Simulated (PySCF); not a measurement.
NMR shielding calculation, with input and output: C3H4BCl

System: C3H4BCl, SMILES BC#CCCl.
Method: GIAO BP86/cc-pVTZ NMR shielding, non-relativistic, gas phase (PySCF 2.14.0).

The geometry comes from this level: GFN2-xTB. It belongs to a series of runs on one base structure; here: BP86/cc-pVTZ; guess vsap. Figures and captions count atoms from 1; the log counts them from 0 in places.

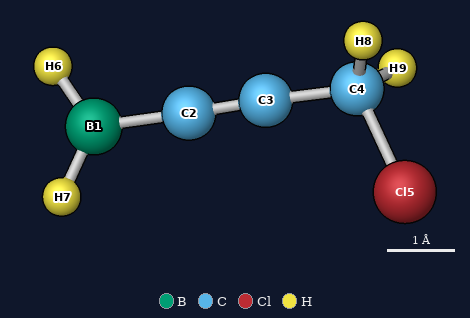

*The input geometry (ball-and-stick view, seen at a tilt; atoms are numbered from 1 in the order of the input).*

### Input
```
{"job": {"kind": "nmr", "xc": "BP86", "basis": "cc-pVTZ", "pop": false, "scf": {"guess": "vsap"}}, "charge": 0, "multiplicity": 1}
B      1.753534     1.308184     0.450509
C      0.656786     0.435089    -0.062339
C     -0.219882    -0.297919    -0.465624
C     -1.283120    -1.120339    -0.964345
Cl    -2.546450    -0.127401    -1.799807
H      2.655222     0.824991     1.016980
H      1.694063     2.462590     0.279768
H     -1.785173    -1.643745    -0.148734
H     -0.911420    -1.835456    -1.700458
```

The first line tells a small driver script what to run in PySCF; the rest is the geometry in Å.

Hardware: 1 CPU thread, shared host.

Launch command:
```bash
OMP_NUM_THREADS=1 python <driver script> task.json out
```

### Log
```
final grid: 78072 points
cycle   1  E = -568.6476359977  dE =  3.140e+01  |g| = 8.111e+00  |ddm| = 3.435e+02
cycle   2  E = -532.2038764540  dE =  3.644e+01  |g| = 1.171e+01  |ddm| = 3.401e+02
cycle   3  E = -581.7254122437  dE = -4.952e+01  |g| = 6.292e+00  |ddm| = 3.966e+01
cycle   4  E = -591.0068805972  dE = -9.281e+00  |g| = 5.472e+00  |ddm| = 2.489e+02
cycle   5  E = -594.3431967442  dE = -3.336e+00  |g| = 3.001e+00  |ddm| = 1.473e+02
cycle   6  E = -581.3203256439  dE =  1.302e+01  |g| = 6.627e+00  |ddm| = 8.524e+01
cycle   7  E = -601.1173153000  dE = -1.980e+01  |g| = 1.399e+00  |ddm| = 7.773e+01
cycle   8  E = -601.7372347401  dE = -6.199e-01  |g| = 4.931e-01  |ddm| = 2.590e+00
cycle   9  E = -601.7345998739  dE =  2.635e-03  |g| = 5.238e-01  |ddm| = 1.464e+00
cycle  10  E = -601.7971736069  dE = -6.257e-02  |g| = 8.911e-02  |ddm| = 7.894e-01
cycle  11  E = -601.7992861415  dE = -2.113e-03  |g| = 2.155e-02  |ddm| = 2.194e-01
cycle  12  E = -601.7993933017  dE = -1.072e-04  |g| = 8.745e-03  |ddm| = 4.674e-02
cycle  13  E = -601.7994124163  dE = -1.911e-05  |g| = 2.795e-03  |ddm| = 2.094e-02
cycle  14  E = -601.7994145968  dE = -2.181e-06  |g| = 4.026e-04  |ddm| = 6.668e-03
cycle  15  E = -601.7994147631  dE = -1.663e-07  |g| = 8.434e-05  |ddm| = 1.091e-03
cycle  16  E = -601.7994147710  dE = -7.900e-09  |g| = 3.520e-05  |ddm| = 2.625e-04
cycle  17  E = -601.7994147714  dE = -3.391e-10  |g| = 8.468e-06  |ddm| = 7.538e-05
converged SCF energy = -601.7994147714

GIAO shielding tensors (ppm)
atom      isotropic    diamagn.    paramagn.     s11        s22        s33       span
  0 B       36.524     199.984    -163.459    -32.194      1.963    139.805    171.999
  1 C       70.362     263.066    -192.704     -8.913     -2.410    222.410    231.323
  2 C       30.241     257.136    -226.895    -17.554      1.377    106.898    124.452
  3 C      144.069     239.474     -95.405    120.832    138.900    172.476     51.644
  4 Cl     759.215    1144.613    -385.398    504.682    680.132   1092.830    588.148
  5 H       24.834      30.358      -5.524     20.150     26.875     27.477      7.328
  6 H       24.810      30.378      -5.568     19.781     27.181     27.468      7.687
  7 H       26.632      27.228      -0.596     20.838     26.073     32.985     12.147
  8 H       26.625      26.973      -0.349     20.822     26.062     32.990     12.168
```

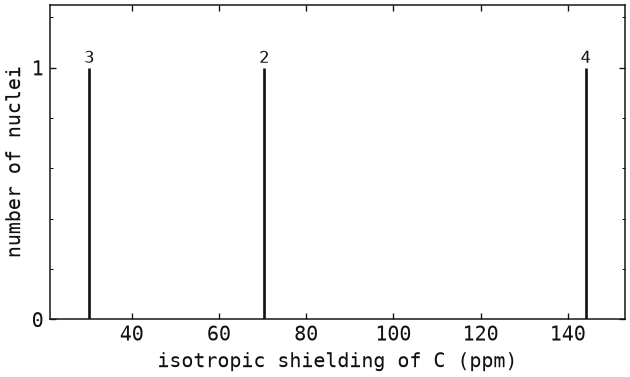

*Isotropic shieldings of the carbon nuclei in this fixed geometry, labelled by atom number; shielding grows to the right, so chemical shift grows to the left.*

The least shielded is C3 (30.2 ppm), the most shielded C4 (144.1 ppm).

### Key numbers

| quantity | value |
| --- | --- |
| outcome | converged |
| total energy | −601.799415 hartree |
| HOMO | −6.88 eV |
| LUMO | −3.37 eV |
| dipole moment | 1.77 D |
| isotropic shielding, B | 36.5 ppm |
| isotropic shielding, C | 30.2 to 144.1 ppm |
| isotropic shielding, Cl | 759.2 ppm |
| isotropic shielding, H | 24.8 to 26.6 ppm |
| wall time | 36 s |
| peak memory | 0.72 GiB |

### Notes

Settings chosen away from the usual ones: BP86/cc-pVTZ; guess vsap.
